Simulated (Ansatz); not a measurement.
## How far to go with the k-point mesh at a smearing width of 0.02 eV: Nb (Im-3m, 1 atom in the cell)

```xyz
1
Lattice="-1.6583 1.6583 1.6583 1.6583 -1.6583 1.6583 1.6583 1.6583 -1.6583" Properties=species:S:1:pos:R:3 pbc="T T T"
Nb     0.0000     0.0000     0.0000
```

Computed with PBE (plane waves, PAW; Ansatz, an electronic-structure program).

Base settings: basis.ecutwfc = 30.9 Ry; kpoints.mp_grid.grid = 14 14 14; hamiltonian.xc = pbe; hamiltonian.pseudopotentials = {kind: paw} (the program's default PAW files); scf.occupations.method = fermi_dirac; scf.occupations.width = 0.0073 Ry.

In this ladder: scf.occupations.width = 0.0015 Ry.

Only quantities that move along the ladder and can be compared are tabulated.

The count of work is k-points × plane waves × bands × iterations; it is no time. 

The starting cell has typed, rounded lattice constants, without a prior relaxation at this level. Its lattice was rescaled by up to half a per cent. Spin polarisation is off. Ansatz's pressure includes its estimate of the finite-basis (Pulay) stress.

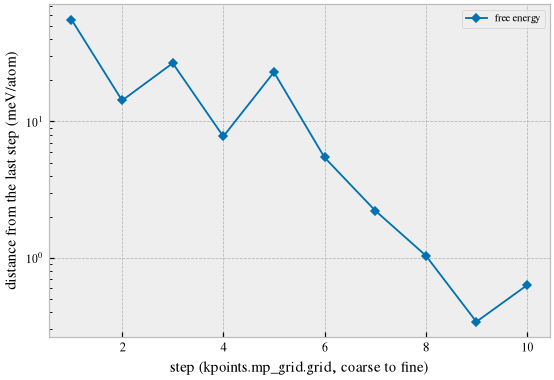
Figure: Distance from the last step along the ladder; very small values are drawn at a floor.

```csv
kpoints.mp_grid.grid,free energy less the last step's (meV/atom),pressure (GPa),count of work / last
5 5 5,56.01,-2.71,0.010
6 6 6,14.26,-3.77,0.017
7 7 7,26.79,-0.38,0.021
9 9 9,-7.77,-1.32,0.036
10 10 10,23.02,-0.65,0.049
13 13 13,-5.44,-1.54,0.087
15 15 15,2.22,-0.83,0.12
18 18 18,1.04,-0.92,0.20
22 22 22,0.34,-0.99,0.34
27 27 27,0.63,-1.09,0.58
33 33 33,0.00,-1.01,1.0
```

Coarsest kpoints.mp_grid.grid that holds the free energy within 2 meV/atom of the last step, with all finer ones: 18 18 18, at 0.20 of the last step's count of work; the step before is off by 2.2 meV/atom.

Coarsest kpoints.mp_grid.grid that holds the pressure within 0.2 GPa of the last step, with all finer ones: 15 15 15, at 0.12 of the last step's count of work; the step before is off by 0.52 GPa.

Keys are those of Ansatz 0.2.
